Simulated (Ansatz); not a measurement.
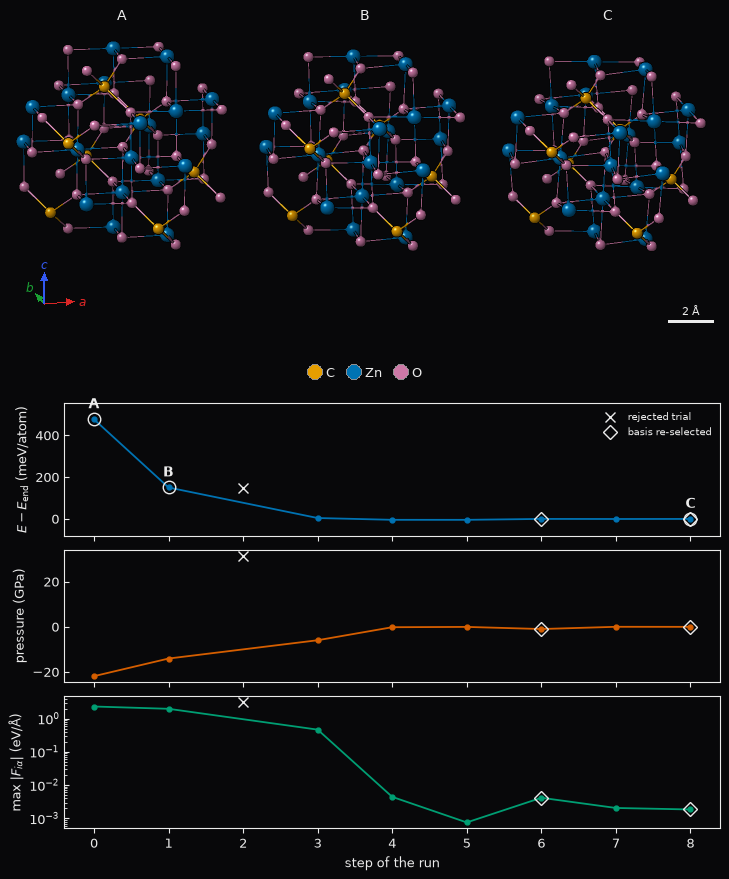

Frames of a relaxation of solid Zn2CO4 (a generated structure, set up in Fd-3m), marked on the history of the run. A ball-and-stick model of the atoms within 5.0 Å of the atom that moves most (axes of the conventional cell (4 times the calculation's cell)), seen slightly off an axis. Lengths and directions refer to the drawn axes.

The start is a swapped structure.

Computed with DFT, PAW plane waves, PBEsol in Ansatz.

Input file:
```yaml
crystal:
  lattice:
    - [0.0, 4.081518, 4.081518]
    - [4.081518, 0.0, 4.081518]
    - [4.081518, 4.081518, 0.0]
  atoms:
    - { symbol: C, position: [0.125, 0.125, 0.125] }
    - { symbol: C, position: [0.875, 0.875, 0.875] }
    - { symbol: Zn, position: [0.5, 0.5, 0.5] }
    - { symbol: Zn, position: [0.0, 0.5, 0.5] }
    - { symbol: Zn, position: [0.5, 0.5, 0.0] }
    - { symbol: Zn, position: [0.5, 0.0, 0.5] }
    - { symbol: O, position: [0.2466, 0.2466, 0.2466] }
    - { symbol: O, position: [0.2398, 0.7534, 0.7534] }
    - { symbol: O, position: [0.2466, 0.2466, 0.7602] }
    - { symbol: O, position: [0.7534, 0.2398, 0.7534] }
    - { symbol: O, position: [0.7602, 0.2466, 0.2466] }
    - { symbol: O, position: [0.7534, 0.7534, 0.7534] }
    - { symbol: O, position: [0.2466, 0.7602, 0.2466] }
    - { symbol: O, position: [0.7534, 0.7534, 0.2398] }
  symmetry: { tolerance: 0.0003 }
kpoints:
  mp_grid: { grid: [6, 6, 6], shift: [0, 0, 0] }
magnetization:
  spin_polarized: false
scf:
  occupations: { method: cold, width: 0.0104 }
  lower_state_search: "off"
hamiltonian:
  pseudopotentials: { kind: paw }
  xc: pbesol
basis:
  ecutwfc: 420
  fft_grid_basis: typed
relax:
  max_steps: 80
  cell: { p_target: 0.0 }
output:
  forces: true
  stress: true
  eigenvalues: true
  bader: true
  populations: true
  elf: true
  write_potential: true
  volumetric_format: npy
  dos:
    e_range: [-12, 8]
    de: 0.05
    projected: { site_lists: { C: [C], O: [O], Zn: [Zn] } }
checkpoint:
  read: saved_state
```

Launched with:
```bash
ansatz run input.yaml --threads 2 --pin off --max-ram 3584MiB --backend cpu --events-out ev --progress --plain --runs-dir out
```

Question: Describe the path.

Answer: The largest moves relative to the cell, 0.21 Å, are those of 8 atoms (O7, O8, O9, O10 and others). O12 goes along [1 1 1]. Zn and C stay in place. The drawn cell changes as follows: a = b = c 8.163 → 7.757 Å (−5.0 %); the volume changes by −14.2 %. Near-neighbour distances that change, for instance: C1–O11 1.719 → 1.427 Å, Zn3–O10 2.069 → 2.095 Å. Bond angles that change, for instance: Zn3–O8–Zn5 88.5° → 81.8°, O8–Zn3–O9 88.5° → 82.3°, O8–Zn3–O10 91.5° → 97.7°. The space group stays Fd-3m (No. 227). The energy falls by 477 meV per atom in 5 accepted moves (8 points after the start). The largest force component goes from 2.3 to 0.0019 eV/Å. Pressure: −21.83 GPa at the start and 0.02 GPa at the end. The line search rejected the trial step at point 2 of the run. At 2 points the geometry stayed and the basis and grid were re-selected for the new cell (energy shift of 4.3 meV per atom at most each time). Cost: 110 s on 2 threads of Arm Neoverse V2, on a shared host, peak memory 0.52 GiB. From step 0 to 1: O atoms move most (0.10 Å), volume −8.7 %, energy −326 meV per atom. From step 1 to 8: O atoms move most (0.11 Å), volume −6.0 %, energy −151 meV per atom.
